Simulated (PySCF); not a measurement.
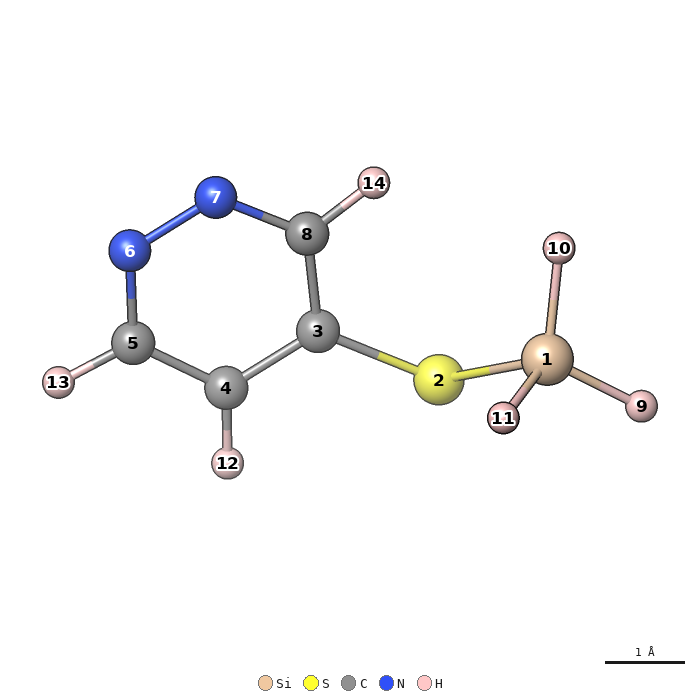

Orthographic view. Distant atoms are faded towards the background colour. Geometry: an image of a reaction path computed with GFN2-xTB, not a minimum.

Write the connection table.

Si1: S2, H9, H10, H11
S2: Si1, C3
C3: S2, C4, C8
C4: C3, C5, H12
C5: C4, N6, H13
N6: C5, N7
N7: N6, C8
C8: C3, N7, H14
(terminal hydrogens appear only as neighbours)
